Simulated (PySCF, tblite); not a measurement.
# C5H12B2: geometry, infrared bands and NMR shifts

Wanted: the infrared bands and NMR shifts of C5H12B2 (`BC(B)(C)/C=C\C`), by calculation.

The runs use tblite 0.8.0 and PySCF 2.14.0, with density-fitted response routines of our own; the level of theory stands in each step. All values are computed, except where a source is named. Atoms are numbered from 0 throughout.

### Step 1. Starting geometry

19 atoms, charge 0, multiplicity 1; geometry from: force field or distance geometry start.

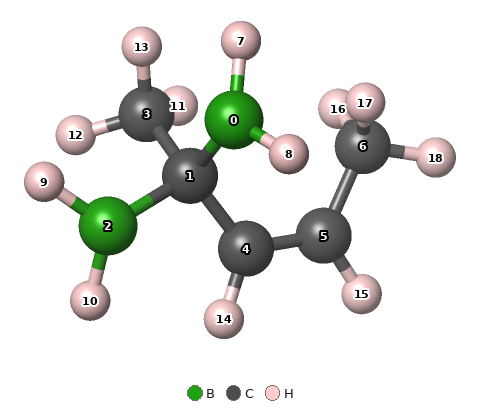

As it starts; boron green, carbon dark grey, hydrogen pink, atoms numbered.

### Step 2. Geometry optimisation with GFN2-xTB

What the job is given:

```
{"job": {"kind": "relax", "xc": "GFN2-xTB", "basis": "xTB"}, "charge": 0, "multiplicity": 1}
B     -0.541100     0.103200     1.642100
C     -0.692700    -0.230200     0.102700
B     -1.985100    -1.178000     0.065600
C     -1.099600     0.989200    -0.647000
C      0.379300    -1.057500    -0.450400
C      1.635900    -0.667700    -0.521800
C      2.090700     0.633900    -0.022700
H     -0.514500     1.267000     1.914100
H      0.079500    -0.622700     2.315200
H     -3.054400    -0.671900     0.248900
H     -2.001100    -2.083000    -0.711500
H     -0.374100     1.451500    -1.278300
H     -2.006100     0.771500    -1.252000
H     -1.437200     1.742900     0.113800
H      0.167200    -2.051500    -0.868700
H      2.382000    -1.348800    -0.954100
H      1.969200     1.487400    -0.738200
H      1.774600     0.911800     0.983700
H      3.217800     0.562400     0.051100
```

Launch:

```console
> OMP_NUM_THREADS=1 python probes_run.py task.json out
```

One launch serves the whole session: the jobs run in the order shown.

**Question.** This job is followed by: GFN2-xTB harmonic vibrations, gas phase; GIAO PBE0/pcSseg-1 NMR shielding, non-relativistic, gas phase. What will the session give for the following? strongest single infrared mode (GFN2-xTB); zero-point energy (GFN2-xTB); ¹³C shifts against TMS (PBE0/pcSseg-1); ¹H shifts against TMS (PBE0/pcSseg-1, means over atoms taken as alike); ¹¹B shifts against BF3·OEt2 (PBE0/pcSseg-1, means over atoms taken as alike).

The runs gave:

```
                                                                    quantity                               value
                                   strongest single infrared mode (GFN2-xTB)               2671 cm⁻¹, 199 km/mol
                                                zero-point energy (GFN2-xTB)                       97.3 kcal/mol
                                      ¹³C shifts against TMS (PBE0/pcSseg-1)  150.8, 130.3, 76.2, 28.5, 26.9 ppm
      ¹H shifts against TMS (PBE0/pcSseg-1, means over atoms taken as alike)    7.86, 6.61, 5.78, 1.82, 1.03 ppm
¹¹B shifts against BF3·OEt2 (PBE0/pcSseg-1, means over atoms taken as alike)                            87.2 ppm
```

What this shows: Relaxing lowered the energy by 1.148 eV in 136 steps; the close pair that moved most is C1–C3, from 1.488 to 1.545 Å. All 51 modes are real, so the xTB geometry is a minimum. The strongest single mode, at 2671 cm⁻¹, moves mainly H10 and H9. Unscaled tight-binding wavenumbers are off by several per cent, some by more. Its intensities can rank the bands wrongly.
